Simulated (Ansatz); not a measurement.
**SiGeH₃ (doublet): the correlation ladder at a displaced geometry (v2), cc-pVDZ**

Aim: climb from Hartree-Fock through coupled cluster for SiGeH₃ (doublet) at one geometry and basis, and see what each rung misses.

Computed with Ansatz 0.2.0, Gaussian basis. Level: cc-pVDZ, core rule «outside noble gas», up to 19 orbitals frozen.

The runs, in order: UHF; CCSD(T) on ROHF; CCSD(T) on UHF; BCCD(T) on ROHF; CISD; CCSDT(Q) on ROHF; CCSDT(Q) on UHF.

20 further runs of the same task are left out: 9 that didn't finish, 11 set aside as unsound or not needed.

## Step 1: What is computed

The geometry is a PBE0/def2-TZVP stationary point (not a proven minimum) with its atoms shifted at random (size 0.100 Å). No spin-orbit coupling is included. The filled d shell of Ge may be among the frozen orbitals whatever the setting's name suggests; the logs give the count.

5 atoms, charge 0, spin multiplicity 2.

Atoms are counted from 1 here; the program's logs count them from 0.

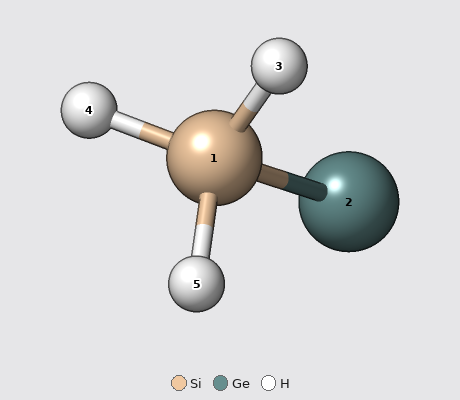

The geometry (silicon light orange, germanium teal, hydrogen white); atoms are numbered from 1 in the order of the file.

In the tables R marks a restricted open-shell determinant and U an unrestricted one; energies count from the table's Hartree-Fock row.

## Step 2: UHF

File in.yaml:

```yaml
crystal:
  periodic: [false, false, false]
  atoms:
    - {symbol: Si, position_ang: [0.111454, -0.003902, 1.685307]}
    - {symbol: Ge, position_ang: [-0.048945, 0.004472, -0.743337]}
    - {symbol: H, position_ang: [1.490863, -0.027983, 1.992220]}
    - {symbol: H, position_ang: [-0.482985, 1.121057, 2.360727]}
    - {symbol: H, position_ang: [-0.586095, -1.306609, 2.257844]}
basis:
  gaussian: {orbitals: cc-pVDZ}
magnetization: {spin_polarized: true, initial_magnetization: 1}
hamiltonian: {xc: hf}
output: {orbitals: {seedname: orbitals}}
```

The run is started by

```console
ansatz run in.yaml --threads 1 --pin off --events-out ev --progress --plain --max-ram 2393MiB
```

Output:

```text
Functional definition: HF
  name "HF"
  cite "Fock, Z. Phys. 61, 126 (1930) doi:10.1007/BF01340294"
  parent pbe
  exchange = exact_x
  correlation = 0
640 factors; integrals over basis functions are off by at most 1.2e-3 eV
mean field evaluation 1: about -64379.9685 eV, gradient 8.1e0 eV
mean field evaluation 2: about -64379.9700 eV, gradient 8.1e0 eV
mean field evaluation 4: about -64381.0011 eV, gradient 8.5e-1 eV
mean field evaluation 8: about -64381.0138 eV, gradient 2.8e-2 eV
mean field evaluation 16: about -64380.9412 eV, gradient 1.0e0 eV
mean field evaluation 32: about -64380.9979 eV, gradient 7.3e-2 eV
mean field evaluation 64: about -64380.9800 eV, gradient 2.6e-2 eV
mean field evaluation 96: about -64381.0156 eV, gradient 7.7e-3 eV
mean field evaluation 128: about -64380.9759 eV, gradient 6.1e-2 eV
mean field -64381.01689124 eV, -2365.9587317324 hartree, gradient 4.4e-6 eV, S^2 0.834773; 3 other end points of the search recorded, 0 dependent functions left out
reference -64381.01689124 eV, -2365.9587317324 hartree; 25, 24 occupied and 35, 36 virtual orbitals, 640 factors
Total energy: -64381.01689124 eV, -2365.9587317324 hartree
```

Run time: 3.5 s. Hardware: 1 thread of Arm Neoverse V2, shared host.

From the report: ⟨S²⟩ of the determinant 0.835 (pure doublet: 0.75).

## Step 3: CCSD(T) on ROHF

Changes to in.yaml since step 2:

```diff
@@ -10,4 +10,3 @@
   gaussian: {orbitals: cc-pVDZ}
-magnetization: {spin_polarized: true, initial_magnetization: 1}
-hamiltonian: {xc: hf}
-output: {orbitals: {seedname: orbitals}}
+magnetization: {spin_polarized: false, initial_magnetization: 1}
+correlation: {method: ccsd_t, electrons: outside_noble_gas}
```

The command is unchanged.

Output, shortened:

```text
Functional definition: HF
  name "HF"
  cite "Fock, Z. Phys. 61, 126 (1930) doi:10.1007/BF01340294"
  parent pbe
[...]
640 factors; integrals over basis functions are off by at most 1.2e-3 eV
[...]
mean field -64380.92376206 eV, -2365.9553092981 hartree, gradient 2.0e-6 eV, S^2 0.750000; 8 other end points of the search recorded, 0 dependent functions left out
[...]
determinant -64380.92376206 eV, -2365.9553092981 hartree, with singles and doubles -64386.47975187 eV, -2366.1594881578 hartree
determinant -64380.88329583 eV, -2365.9538221917 hartree, with singles and doubles -64386.43904906 eV, -2366.1579923571 hartree
determinant -64378.32154797 eV, -2365.8596796944 hartree, with singles and doubles -64383.96716762 eV, -2366.0671523896 hartree
determinant -64378.21956325 eV, -2365.8559318249 hartree, with singles and doubles -64383.86815327 eV, -2366.0635136794 hartree
determinant -64380.92376206 eV, -2365.9553092981 hartree, with singles and doubles -64386.47967843 eV, -2366.1594854589 hartree
determinant -64380.88329583 eV, -2365.9538221917 hartree, with singles and doubles -64386.43896420 eV, -2366.1579892385 hartree
19 core orbitals not correlated: weight in the atoms' cores, before any rotation towards them, 1.000 or more for the frozen orbitals, at most 0.000 for the correlated occupied ones
reference -64380.92376206 eV, -2365.9553092981 hartree; 6, 5 occupied and 35, 36 virtual orbitals, 640 factors
second order -4.36157281 eV of doubles, -0.05336699 eV of singles
cycle   1  -5.55591243 eV  change    3.9e-6 eV  update   2.7e-6
perturbative correction -0.13928448 eV, -0.0051186102 hartree
Total energy: -64386.61895896 eV, -2366.1646039240 hartree
```

It took 11 s on 1 thread of Arm Neoverse V2, shared host.

From the report: correlation -5.6952 eV; T1 0.018; largest double amplitude 0.06.

## Step 4: CCSD(T) on UHF

Changes to in.yaml since step 3:

```diff
@@ -10,3 +10,3 @@
   gaussian: {orbitals: cc-pVDZ}
-magnetization: {spin_polarized: false, initial_magnetization: 1}
+magnetization: {spin_polarized: true, initial_magnetization: 1}
 correlation: {method: ccsd_t, electrons: outside_noble_gas}
```

Same command.

Output, shortened:

```text
Functional definition: HF
  name "HF"
  cite "Fock, Z. Phys. 61, 126 (1930) doi:10.1007/BF01340294"
  parent pbe
[...]
640 factors; integrals over basis functions are off by at most 1.2e-3 eV
[...]
mean field -64381.01689124 eV, -2365.9587317324 hartree, gradient 1.5e-6 eV, S^2 0.834773; 16 other end points of the search recorded, 0 dependent functions left out
determinant -64381.01689124 eV, -2365.9587317324 hartree, with singles and doubles -64386.47399895 eV, -2366.1592767418 hartree
determinant -64381.01589866 eV, -2365.9586952560 hartree, with singles and doubles -64386.47474018 eV, -2366.1593039814 hartree
determinant -64380.97472410 eV, -2365.9571821187 hartree, with singles and doubles -64386.44416924 eV, -2366.1581805204 hartree
determinant -64379.69968069 eV, -2365.9103251377 hartree, with singles and doubles -64384.86233657 eV, -2366.1000492420 hartree
[...]
determinant -64378.39615294 eV, -2365.8624213762 hartree, with singles and doubles -64383.88318572 eV, -2366.0640661116 hartree
determinant -64381.01689124 eV, -2365.9587317324 hartree, with singles and doubles -64386.48266454 eV, -2366.1595951963 hartree
determinant -64381.01589866 eV, -2365.9586952560 hartree, with singles and doubles -64386.48291082 eV, -2366.1596042470 hartree
determinant -64380.97472410 eV, -2365.9571821187 hartree, with singles and doubles -64386.44424694 eV, -2366.1581833756 hartree
19 core orbitals not correlated: weight in the atoms' cores, before any rotation towards them, 1.000 or more for the frozen orbitals, at most 0.000 for the correlated occupied ones
reference -64381.01589866 eV, -2365.9586952560 hartree; 6, 5 occupied and 35, 36 virtual orbitals, 640 factors
second order -4.28515116 eV of doubles, -0.00000000 eV of singles
cycle   1  -5.46701139 eV  change    7.6e-7 eV  update   2.5e-6
perturbative correction -0.13786932 eV, -0.0050666041 hartree
Total energy: -64386.62077938 eV, -2366.1646708230 hartree
```

Run time: 24 s. Hardware: 1 thread of Arm Neoverse V2, shared host.

From the report: ⟨S²⟩ of the determinant 0.828 (pure doublet: 0.75); correlation -5.6049 eV; T1 0.037; largest double amplitude 0.06.

## Step 5: BCCD(T) on ROHF

Changes to in.yaml since step 4:

```diff
@@ -10,3 +10,3 @@
   gaussian: {orbitals: cc-pVDZ}
-magnetization: {spin_polarized: true, initial_magnetization: 1}
-correlation: {method: ccsd_t, electrons: outside_noble_gas}
+magnetization: {spin_polarized: false, initial_magnetization: 1}
+correlation: {method: bccd_t, electrons: outside_noble_gas}
```

Same command.

Output, shortened:

```text
Functional definition: HF
  name "HF"
  cite "Fock, Z. Phys. 61, 126 (1930) doi:10.1007/BF01340294"
  parent pbe
[...]
640 factors; integrals over basis functions are off by at most 1.2e-3 eV
[...]
mean field -64380.92376206 eV, -2365.9553092981 hartree, gradient 2.0e-6 eV, S^2 0.750000; 8 other end points of the search recorded, 0 dependent functions left out
[...]
determinant -64380.92376206 eV, -2365.9553092981 hartree, with singles and doubles -64386.47975187 eV, -2366.1594881578 hartree
determinant -64380.88329583 eV, -2365.9538221917 hartree, with singles and doubles -64386.43904906 eV, -2366.1579923571 hartree
determinant -64378.32154797 eV, -2365.8596796944 hartree, with singles and doubles -64383.96716762 eV, -2366.0671523896 hartree
determinant -64378.21956325 eV, -2365.8559318249 hartree, with singles and doubles -64383.86815327 eV, -2366.0635136794 hartree
determinant -64380.92376206 eV, -2365.9553092981 hartree, with singles and doubles -64386.47967843 eV, -2366.1594854589 hartree
determinant -64380.88329583 eV, -2365.9538221917 hartree, with singles and doubles -64386.43896420 eV, -2366.1579892385 hartree
19 core orbitals not correlated: weight in the atoms' cores, before any rotation towards them, 1.000 or more for the frozen orbitals, at most 0.000 for the correlated occupied ones
reference -64380.92376206 eV, -2365.9553092981 hartree; 6, 5 occupied and 35, 36 virtual orbitals, 640 factors
second order -4.36157281 eV of doubles, -0.05336699 eV of singles
cycle   1  -5.55329172 eV  change    2.6e-3 eV  update   3.9e-3
[...]
cycle   7  -5.55170851 eV  change    6.0e-7 eV  update   1.1e-5
perturbative correction -0.14384858 eV, -0.0052863379 hartree
Total energy: -64386.61931915 eV, -2366.1646171608 hartree
```

It took 11 s on 1 thread of Arm Neoverse V2, shared host.

From the report: correlation -5.6956 eV; largest double amplitude 0.06.

## Step 6: CISD

Changes to in.yaml since step 5:

```diff
@@ -11,2 +11,2 @@
 magnetization: {spin_polarized: false, initial_magnetization: 1}
-correlation: {method: bccd_t, electrons: outside_noble_gas}
+correlation: {active_space: {ras: {orbitals: [5, 1, 35], electrons: 11, max_holes: 2, max_particles: 2}, fixed_orbitals: true}}
```

Launched as before.

Output:

```text
Functional definition: HF
  name "HF"
  cite "Fock, Z. Phys. 61, 126 (1930) doi:10.1007/BF01340294"
  parent pbe
  exchange = exact_x
  correlation = 0
640 factors; integrals over basis functions are off by at most 1.2e-3 eV
mean field evaluation 1: about -64379.9626 eV, gradient 1.1e1 eV
mean field evaluation 2: about -64379.9641 eV, gradient 1.1e1 eV
mean field evaluation 4: about -64380.9132 eV, gradient 1.1e0 eV
mean field evaluation 8: about -64380.9237 eV, gradient 1.7e-2 eV
mean field evaluation 16: about -64380.9086 eV, gradient 1.0e-1 eV
mean field evaluation 32: about -64380.9233 eV, gradient 2.7e-2 eV
mean field -64380.92376206 eV, -2365.9553092981 hartree, gradient 2.0e-6 eV, S^2 0.750000; 4 other end points of the search recorded, 0 dependent functions left out
reference -64380.92376206 eV, -2365.9553092981 hartree; 25, 24 occupied and 35, 36 virtual orbitals, 640 factors
state -64386.00627989 eV, -2366.1420883834 hartree
Total energy: -64386.00627989 eV, -2366.1420883834 hartree
```

Wall time 3.7 s (1 thread of Arm Neoverse V2, shared host).

From the report: 80,541 determinants.

## Step 7: CCSDT(Q) on ROHF

Changes to in.yaml since step 6:

```diff
@@ -11,2 +11,2 @@
 magnetization: {spin_polarized: false, initial_magnetization: 1}
-correlation: {active_space: {ras: {orbitals: [5, 1, 35], electrons: 11, max_holes: 2, max_particles: 2}, fixed_orbitals: true}}
+correlation: {method: ccsdt_q, electrons: outside_noble_gas}
```

Same command.

Output, shortened:

```text
Functional definition: HF
  name "HF"
  cite "Fock, Z. Phys. 61, 126 (1930) doi:10.1007/BF01340294"
  parent pbe
[...]
1173 factors; integrals over basis functions are off by at most 1.9e-7 eV
[...]
mean field -64380.92381718 eV, -2365.9553113238 hartree, gradient 2.0e-6 eV, S^2 0.750000; 8 other end points of the search recorded, 0 dependent functions left out
[...]
determinant -64380.92381718 eV, -2365.9553113238 hartree, with singles and doubles -64386.47979071 eV, -2366.1594895849 hartree
determinant -64380.88335180 eV, -2365.9538242485 hartree, with singles and doubles -64386.43908847 eV, -2366.1579938055 hartree
determinant -64378.32160849 eV, -2365.8596819185 hartree, with singles and doubles -64383.96702440 eV, -2366.0671471264 hartree
determinant -64378.21962466 eV, -2365.8559340816 hartree, with singles and doubles -64383.86825978 eV, -2366.0635175935 hartree
determinant -64380.92381718 eV, -2365.9553113238 hartree, with singles and doubles -64386.47971724 eV, -2366.1594868851 hartree
determinant -64380.88335180 eV, -2365.9538242485 hartree, with singles and doubles -64386.43900335 eV, -2366.1579906772 hartree
19 core orbitals not correlated: weight in the atoms' cores, before any rotation towards them, 1.000 or more for the frozen orbitals, at most 0.000 for the correlated occupied ones
reference -64380.92381718 eV, -2365.9553113238 hartree; 6, 5 occupied and 35, 36 virtual orbitals, 1173 factors
second order -4.36160539 eV of doubles, -0.05336699 eV of singles
cycle   1  -5.23106454 eV  change   -8.2e-1 eV  update   8.3e-2
[...]
cycle  29  -5.72519464 eV  change    6.8e-7 eV  update   1.2e-6
perturbative correction -0.00617535 eV, -0.0002269398 hartree
Total energy: -64386.65518716 eV, -2366.1659352858 hartree
```

Wall time 78 s (1 thread of Arm Neoverse V2, shared host); peak memory 0.59 GiB.

From the report: correlation -5.7314 eV; T1 0.018; largest double amplitude 0.07.

## Step 8: CCSDT(Q) on UHF

Changes to in.yaml since step 7:

```diff
@@ -10,3 +10,3 @@
   gaussian: {orbitals: cc-pVDZ}
-magnetization: {spin_polarized: false, initial_magnetization: 1}
+magnetization: {spin_polarized: true, initial_magnetization: 1}
 correlation: {method: ccsdt_q, electrons: outside_noble_gas}
```

Launched as before.

Output, shortened:

```text
Functional definition: HF
  name "HF"
  cite "Fock, Z. Phys. 61, 126 (1930) doi:10.1007/BF01340294"
  parent pbe
[...]
1173 factors; integrals over basis functions are off by at most 1.9e-7 eV
[...]
mean field -64381.01694687 eV, -2365.9587337767 hartree, gradient 9.5e-6 eV, S^2 0.834779; 16 other end points of the search recorded, 0 dependent functions left out
determinant -64381.01694687 eV, -2365.9587337767 hartree, with singles and doubles -64386.47403572 eV, -2366.1592780931 hartree
determinant -64381.01595418 eV, -2365.9586972961 hartree, with singles and doubles -64386.47477743 eV, -2366.1593053504 hartree
determinant -64380.97478021 eV, -2365.9571841806 hartree, with singles and doubles -64386.44420809 eV, -2366.1581819478 hartree
determinant -64379.69974484 eV, -2365.9103274951 hartree, with singles and doubles -64384.86239169 eV, -2366.1000512676 hartree
[...]
determinant -64381.01694687 eV, -2365.9587337767 hartree, with singles and doubles -64386.48270291 eV, -2366.1595966065 hartree
determinant -64381.01595418 eV, -2365.9586972961 hartree, with singles and doubles -64386.48294939 eV, -2366.1596056643 hartree
determinant -64380.97478021 eV, -2365.9571841806 hartree, with singles and doubles -64386.44428579 eV, -2366.1581848035 hartree
19 core orbitals not correlated: weight in the atoms' cores, before any rotation towards them, 1.000 or more for the frozen orbitals, at most 0.000 for the correlated occupied ones
reference -64381.01595418 eV, -2365.9586972961 hartree; 6, 5 occupied and 35, 36 virtual orbitals, 1173 factors
second order -4.28518037 eV of doubles, -0.00000000 eV of singles
cycle   1  -5.09534477 eV  change   -8.1e-1 eV  update   8.5e-2
[...]
cycle  47  -5.63543816 eV  change   -4.1e-7 eV  update   6.5e-7
perturbative correction -0.00644224 eV, -0.0002367481 hartree
Total energy: -64386.65783459 eV, -2366.1660325769 hartree
```

Run time: 2 min. Hardware: 1 thread of Arm Neoverse V2, shared host; peak memory 0.5 GiB.

From the report: ⟨S²⟩ of the determinant 0.828 (pure doublet: 0.75); correlation -5.6419 eV; T1 0.039; largest double amplitude 0.07.

## Step 9: All levels against the top one

The yardstick is UCCSDT(Q), where the cluster series has nearly closed. Rows without a time come out of other runs: HF, MP2 and CCSD of CCSD(T), CCSDT of CCSDT(Q).

Differences are taken before rounding.

| method | energy from the lowest RHF (meV) | from UCCSDT(Q) (meV) | time |
| --- | --- | --- | --- |
| RHF | 0.0 | +5734.1 |  |
| UHF | -93.1 | +5640.9 | 3.5 s |
| RMP2 | -4414.9 | +1319.1 |  |
| UMP2 | -4377.3 | +1356.8 |  |
| CISD | -5082.5 | +651.6 | 3.7 s |
| RCCSD | -5555.9 | +178.2 |  |
| UCCSD | -5559.1 | +174.9 |  |
| RCCSD(T) | -5695.2 | +38.9 | 11 s |
| UCCSD(T) | -5697.0 | +37.1 | 24 s |
| BCCD(T) | -5695.6 | +38.5 | 11 s |
| RCCSDT | -5725.2 | +8.8 |  |
| UCCSDT | -5727.6 | +6.4 |  |
| RCCSDT(Q) | -5731.4 | +2.6 | 78 s |
| UCCSDT(Q) | -5734.1 | 0 | 2 min |

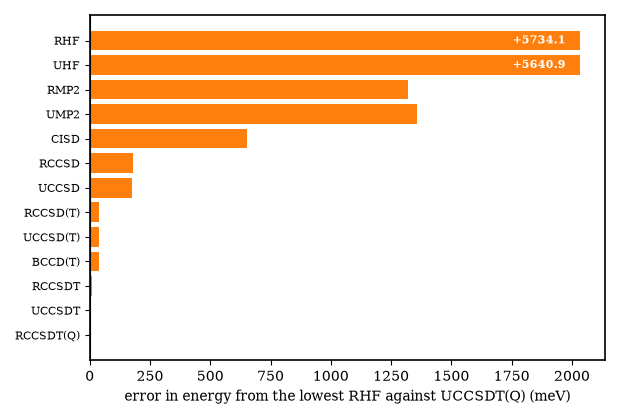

Error of each method against UCCSDT(Q). Bars with a number in them are cut short.

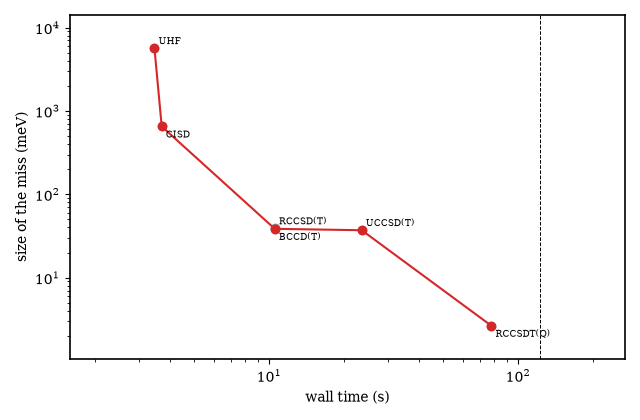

Accuracy for the time spent; red marks the levels that beat every quicker one drawn (of those quicker than the yardstick), and the dashed line is the time of UCCSDT(Q). Times are from a shared host.

## Step 10: Results

| quantity | value |
| --- | --- |
| UCCSDT(Q) below the RHF energy | -5.7341 eV |
| RMP2 from UCCSDT(Q) | +1319.1 meV |
| UMP2 from UCCSDT(Q) | +1356.8 meV |
| RCCSD from UCCSDT(Q) | +178.2 meV |
| RCCSD(T) from UCCSDT(Q) | +38.9 meV |
| UCCSD(T) from UCCSDT(Q) | +37.1 meV |
| RCCSDT(Q) from UCCSDT(Q) | +2.6 meV |
| levels within 1 kcal/mol (43 meV) | RCCSD(T), UCCSD(T), BCCD(T), RCCSDT, UCCSDT, RCCSDT(Q) |
| T1 diagnostic | 0.018 |

**Reading.** RCCSD(T) lands +38.9 meV from the yardstick (0.7 % of the correlation energy). These misses are within one basis, not against nature; the frozen cores of restricted and unrestricted runs differ, which can shift their rows.

RCCSDT(Q) reaches 2.6 meV from the reference in 78 s, where UCCSDT(Q) took 2 min; the quickest level in the cost chart, UHF, takes 3.5 s and misses by 5640.9 meV.
